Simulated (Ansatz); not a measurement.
Input

```
crystal:
  periodic: [false, false, false]
  atoms:
    - {symbol: F, position_ang: [-2.060286, -1.789257, 1.788941]}
    - {symbol: O, position_ang: [-0.350509, -0.330540, 0.536186]}
    - {symbol: Se, position_ang: [0.683426, -1.296138, 3.549642]}
    - {symbol: Si, position_ang: [-0.587455, -1.135573, 1.940088]}
    - {symbol: H, position_ang: [-1.064945, -0.361946, -0.115889]}
basis:
  gaussian:
    orbitals: def2-TZVPD
hamiltonian:
  xc: {name: PBE0}
output: {forces: true, orbitals: {seedname: orbitals}}
```

Command:

```sh
ansatz run input.yaml --threads 1 --pin off --max-ram 2610MiB --events-out events.jsonl --progress --plain --runs-dir runs
```

Geometry: r2SCAN-D4/def2-SVP.

The calculation used Ansatz 0.2.0, isolated molecule in a Gaussian basis; Kohn-Sham density functional theory, functional PBE0.

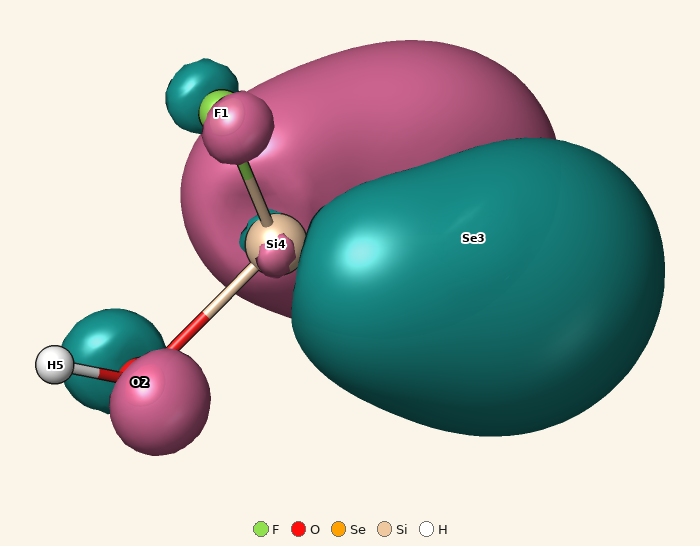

FHOSeSi (SMILES O[Si](F)=[Se]). The HOMO−1 at ±0.1 Å⁻³ᐟ² (teal and pink are the two phases), seen at a tilt.

### What is the character of this orbital?

Its weight (Hirshfeld) is mainly on Se3 (about 75 %) and Si4 (about 20 %); it changes sign across the molecular plane (π type). Its energy is −7.63 eV.
